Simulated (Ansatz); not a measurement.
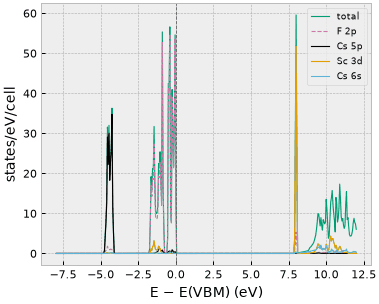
Total and projected density of states of Cs$_{2}$KScF$_{6}$ in space group Fm-3m (No. 225; K on 4b, Cs on 8c, Sc on 4a, F on 24e), plane-wave PAW r²SCAN (Ansatz code)

Problem. Which orbitals carry the states next to the gap?

Solution. Top 1 eV of the valence band: F 2p 96 %. Bottom 1 eV of the conduction band: Sc 3d 82 %, F 2p 9 %. Projections are on Löwdin-orthogonalised atomic valence shells; empty p or d shells of many metals are not among them.

Problem. Where is the tallest occupied peak in this window, and what makes it?

Solution. Near -0.4 eV, about 57 states/eV per cell; the largest projected share is F 2p.

The first step of the workflow began from a Materials Project structure, measured or hypothetical; the Crystallography Open Database copy checked does not list it. Whether it is the stable phase at ambient conditions was not checked. Symmetry was held in the r²SCAN relaxation; its stability against distortions is not shown here. The run is not spin-polarised. Spin–orbit coupling is left out wherever it is not named.

Potentials: the later of the program's two PAW sets.
